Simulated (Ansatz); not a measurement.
**Geometry relaxation of AlN$_{2}$H$_{6}$F$_{3}$ (part 2 of 2)**

AlN$_{2}$H$_{6}$F$_{3}$; RKS revPBE-D4/def2-SVP (Ansatz 0.2.0). The input holds or restrains some coordinates. It belongs to a series of runs on one base structure; here: pulled along the bonds that form and break, towards end B.

Geometry of the input (Å):
```
Al -0.2270  -1.7804  0.4728
N  -1.2270  0.0051  -0.4277
F  0.1325  -2.8595  -0.7087
F  -0.9048  -2.1613  1.9157
H  1.3964  0.4958  0.3868
F  1.5018  -0.6250  0.8283
H  -0.2656  0.9436  -0.3853
N  0.8913  1.5867  -0.1882
H  -2.0328  0.3331  0.0880
H  -1.4937  -0.1388  -1.3932
H  1.3813  1.8321  -1.0324
H  0.8474  2.3686  0.4440
```

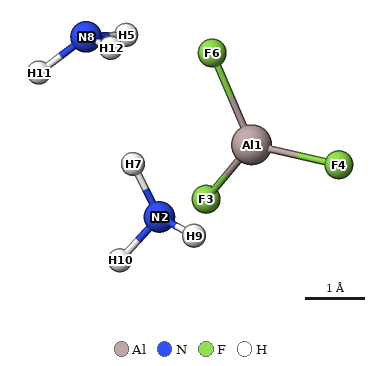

The geometry at step 6 of the log (ball-and-stick view, seen at a tilt; atoms are numbered from 1 in the order of the input).

### Trajectory as extended XYZ, continued
```
12
Properties=species:S:1:pos:R:3:forces:R:3 step=3 energy=-17815.69828
Al    0.0517   -1.9775    0.6382    0.9766   2.5612  -0.3944
N    -1.3457    0.2461   -0.5460   -1.7965  -4.2169   0.6503
F     0.1327   -2.8952   -0.7358   -0.1183  -0.4990  -0.3594
F    -0.9298   -2.1814    1.9507   -0.4611  -0.3117   0.4312
H     1.4043    0.8219    0.2744    1.1585  -3.0315   1.5288
F     1.4505   -0.9749    0.9265   -0.9190  -0.9350  -0.1099
H    -0.5949    0.8140   -0.4583    3.7073   3.1314   0.3545
N     1.1722    1.6618   -0.1126   -1.4221   2.4061  -1.4257
H    -2.0930    0.3526    0.1012   -1.0275   0.2604   0.4329
H    -1.5292   -0.1398   -1.4443   -0.5157  -0.1972  -0.9895
H     1.4169    1.8582   -1.0613    0.3829   0.2403  -0.5353
H     0.8642    2.4142    0.4673    0.0349   0.5918   0.4164
12
Properties=species:S:1:pos:R:3:forces:R:3 step=4 energy=-17815.62153
Al    0.1278   -2.0927    0.7012    0.2524   1.8191  -0.4261
N    -1.4535    0.2690   -0.5916    0.0317  -2.1053   0.6439
F     0.1187   -2.9281   -0.7433   -0.0794  -0.2519   0.1017
F    -0.9552   -2.2108    1.9629   -0.0804  -0.2872   0.0270
H     1.4887    0.8771    0.2878    0.2553  -1.3876   0.6028
F     1.5083   -1.1204    0.9992   -0.5642  -0.5547  -0.0974
H    -0.6738    0.8608   -0.4990    1.6427   1.4520   0.1429
N     1.3317    1.7730   -0.0945   -0.2674   1.3341  -0.6033
H    -2.1804    0.3448    0.0944   -0.6950   0.0843   0.1184
H    -1.6033   -0.1582   -1.4864   -0.4672  -0.1185  -0.5104
H     1.4283    1.9079   -1.0966   -0.0643   0.0605   0.1473
H     0.8623    2.4776    0.4661    0.0357  -0.0447  -0.1469
12
Properties=species:S:1:pos:R:3:forces:R:3 step=5 energy=-17815.74696
Al    0.1454   -2.0888    0.7077    0.7966   1.0141   0.0337
N    -1.4781    0.3094   -0.6111    0.9144  -1.5076   0.7722
F     0.2062   -3.0766   -0.6516   -0.1921   0.2185   0.2299
F    -0.8607   -2.3634    2.0256    0.0245   0.0553  -0.3503
H     1.4313    0.8331    0.2817   -0.0642   0.2485  -0.1128
F     1.6019   -1.2071    1.0588   -1.2126  -0.4701  -0.3779
H    -0.7152    0.9846   -0.5490    0.1378   0.3329  -0.0534
N     1.4163    1.7976   -0.0742    0.1105   0.1146   0.0167
H    -2.2643    0.4797    0.0117   -0.2086   0.1780  -0.2007
H    -1.6931   -0.0157   -1.5514   -0.2524   0.2181  -0.0701
H     1.3868    1.8928   -1.0971   -0.1649  -0.0635   0.4267
H     0.8233    2.4545    0.4489    0.1110  -0.3388  -0.3139
12
Properties=species:S:1:pos:R:3:forces:R:3 step=6 energy=-17815.79618
Al    0.1594   -2.1983    0.7444    0.9280   2.1500  -0.1445
N    -1.4347    0.2228   -0.5719    0.1005  -0.9764   0.2299
F     0.1492   -3.1101   -0.6436    0.0123  -0.2360  -0.1106
F    -0.9107   -2.3969    2.0013   -0.0707  -0.1526   0.1332
H     1.5941    0.9276    0.3120   -0.3892   0.7397  -0.4137
F     1.5412   -1.1456    1.0176   -1.3601  -1.0556  -0.2755
H    -0.6070    0.8410   -0.4732   -0.4026   0.0827  -0.1593
N     1.4478    1.8832   -0.0887   -0.0388  -0.0992   0.0560
H    -2.2540    0.5566   -0.0277    0.5692  -0.0133  -0.3387
H    -1.7110    0.0782   -1.5656    0.2791   0.2735   0.6619
H     1.2920    1.8942   -1.1134    0.0050  -0.1771   0.6542
H     0.7333    2.4474    0.4088    0.3673  -0.5356  -0.2930
12
Properties=species:S:1:pos:R:3:forces:R:3 step=7 energy=-17815.90199
Al    0.1523   -2.2143    0.7453    0.6164   1.6211  -0.1740
N    -1.4017    0.2535   -0.5438    0.2903  -1.0120   0.3002
F     0.1847   -3.1985   -0.6040   -0.0228   0.0133   0.0757
F    -0.8806   -2.4909    2.0290    0.0412  -0.0243  -0.0763
H     1.5349    0.9390    0.2705   -0.0847  -0.0845  -0.0633
F     1.4830   -1.1202    0.9896   -1.0893  -0.8824  -0.2124
H    -0.6216    0.9114   -0.4375    0.1283   0.1636  -0.0809
N     1.4473    1.8975   -0.0882   -0.4870   0.5267   0.2617
H    -2.2125    0.6095   -0.0236    0.0185   0.0175  -0.0889
H    -1.6462    0.1862   -1.5424    0.0016   0.0726   0.1977
H     1.3693    1.8888   -1.1153   -0.1035  -0.0842   0.2304
H     0.5909    2.3381    0.3204    0.6911  -0.3275  -0.3699
12
Properties=species:S:1:pos:R:3:forces:R:3 step=8 energy=-17815.89896 accepted=F
Al    0.1480   -2.2366    0.7482    0.5818   1.5557  -0.1982
N    -1.3654    0.2480   -0.5636    0.3757  -0.7940   0.1474
F     0.1895   -3.2354   -0.5926   -0.0319   0.0621   0.1128
F    -0.8762   -2.5331    2.0364    0.0588   0.0063  -0.1167
H     1.4474    0.9481    0.2957   -0.0094   0.0809  -0.0360
F     1.4586   -1.1210    0.9807   -1.0353  -0.8732  -0.1812
H    -0.5915    0.9320   -0.5577   -0.0722  -0.0217   0.0714
N     1.4663    1.9058   -0.0891   -0.8067   0.5078   0.1405
H    -2.1426    0.6371   -0.0139    0.0365   0.0102  -0.0892
H    -1.6841    0.1415   -1.5408    0.0249   0.0499   0.2672
H     1.2376    1.8449   -1.1031    0.0438   0.1130   0.5801
H     0.7122    2.4686    0.3999    0.8338  -0.6968  -0.6982
12
Properties=species:S:1:pos:R:3:forces:R:3 step=9 energy=-17815.93120
Al    0.1595   -2.2211    0.7478    0.5596   1.5531  -0.1405
N    -1.3938    0.2520   -0.5329    0.2566  -0.8388   0.3372
F     0.1624   -3.2029   -0.6017   -0.0076   0.0126   0.0105
F    -0.8501   -2.5260    2.0414    0.0185  -0.0076  -0.0271
H     1.4761    0.9364    0.2711   -0.0169  -0.1413   0.0552
F     1.4865   -1.1261    0.9742   -1.0370  -0.8321  -0.1977
H    -0.6057    0.9097   -0.4892    0.1178   0.1261  -0.0227
N     1.4508    1.9020   -0.0737   -0.0626   0.2378  -0.0314
H    -2.1996    0.6941   -0.0699    0.0638  -0.0709  -0.0388
H    -1.6371    0.1200   -1.5233   -0.0133   0.0410   0.0495
H     1.3086    1.8808   -1.0914   -0.0127  -0.0135   0.0544
H     0.6422    2.3810    0.3478    0.1338  -0.0665  -0.0486
```

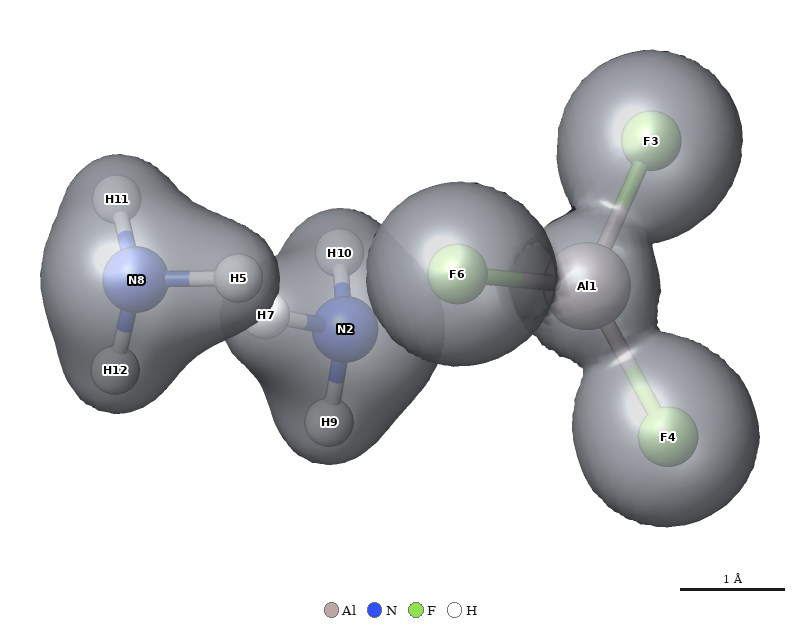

Isosurface of the total electron density at 0.4 e/Å³ (grey), seen from the side. At this value the surface falls into three separate pieces. It is pinched off along the Al···N (3.19 Å) contacts. On the grid the lowest density along these lines, outside the cores, is 0.05 e/Å³ (Al···N, 3.19 Å), 0.67 e/Å³ (Al–F, 1.67 Å), 2.2 e/Å³ (N–H, 1.03 Å) and 0.57 e/Å³ (Al–F, 1.74 Å).

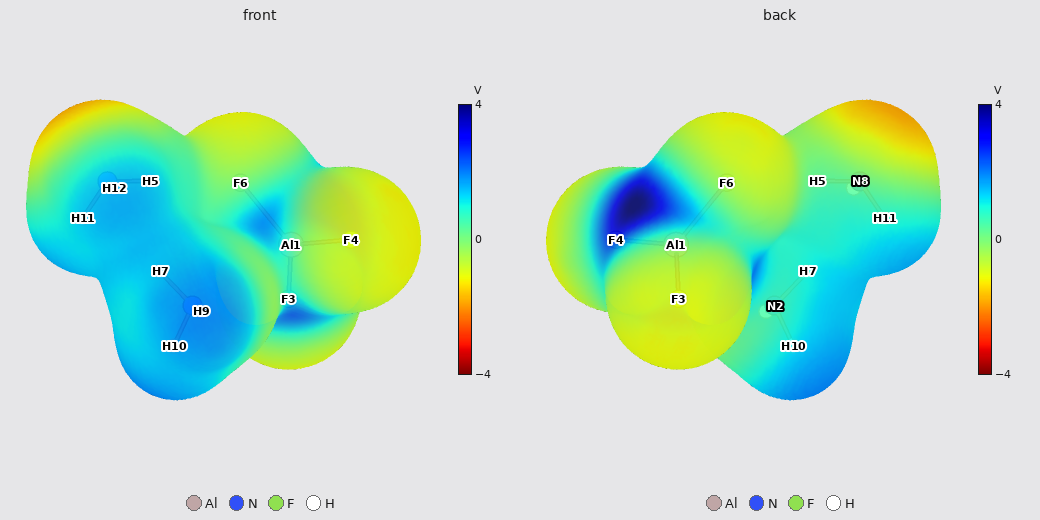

The molecular electrostatic potential painted on the density surface at 0.002 e/bohr³, seen at a tilt and from behind; red is negative and blue positive.

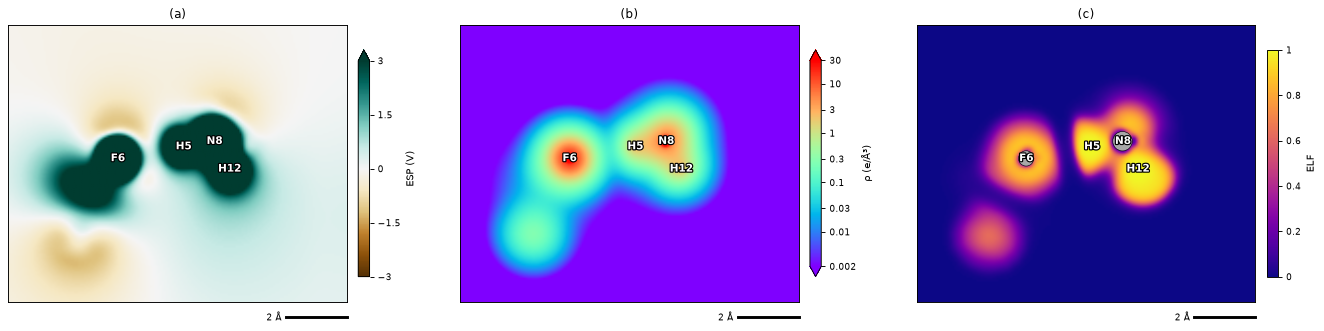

(a) molecular electrostatic potential; (b) total electron density; (c) ELF on the plane of atoms H5, N8 and H12. Grey discs, where drawn, cover atomic cores. The section cuts through H, F and N sites.

### Summary

```tsv
quantity	value
outcome	converged under the restraints of the input
total energy	−17815.9313 eV
mean-field energy	−17815.4750 eV
largest force (length of the vector) at the end, held atoms and coordinates included	1.657 eV/Å
wall time	20 s (CPU time 38 s)
peak memory	0.14 GiB
```
